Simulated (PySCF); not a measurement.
**WBr (charge −1, septet): density, localisation and related maps**

```xyz
2

W     0.0000    0.0000   -0.7953
Br    0.0000    0.0000    1.8537
```

Core potentials replace the inner electrons of W.

The calculation used PySCF 2.14.0, PBE0/def2-TZVPPD, non-relativistic Hamiltonian with scalar-relativistic core potentials where named, at a bond length of 2.649 Å.

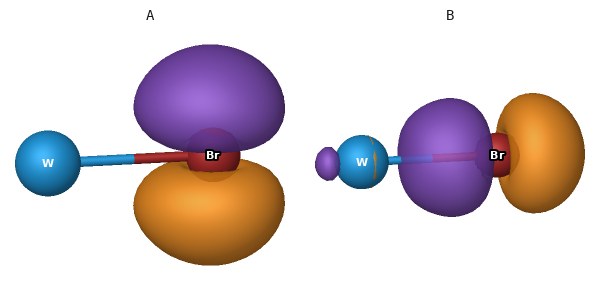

Figure 1. Two frontier β-spin orbitals, each drawn at the value that holds 80 % of its norm (orange and purple are the two phases), in no order; of a degenerate pair one member is drawn.

Label each orbital by symmetry, say whether it is occupied, and order them by energy.

Answer. Orbital B: σ, occupied in this spin, −3.92 eV; mainly on Br (85 %).
Orbital A: π, occupied in this spin, −3.12 eV; mainly on Br (95 %).

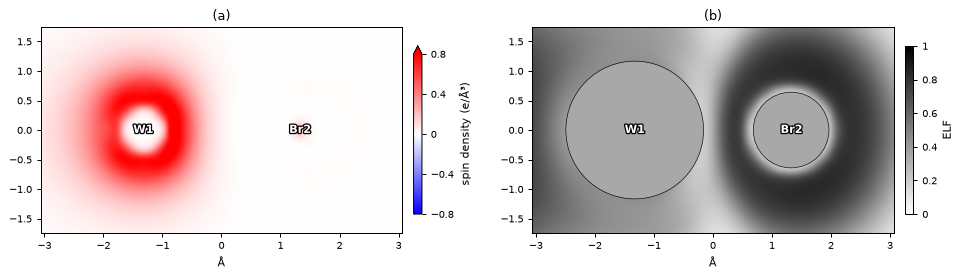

Figure 2. (a) spin density (α minus β); (b) electron localisation function on a plane that holds the molecular axis. Grey discs cover the atomic cores in the ELF map.

Read the bonding off the picture.

Answer.
- The section cuts through W and Br sites.
- W–Br (2.65 Å): the ELF peaks at about 0.75 in the valence shell of Br, 1.0 Å from its nucleus, and is about 0.35 at the midpoint.
- The unpaired spin (6 electrons) lies mostly on W1 (about 5.8) and Br2 (about 0.2), in electrons by Hirshfeld's partition.
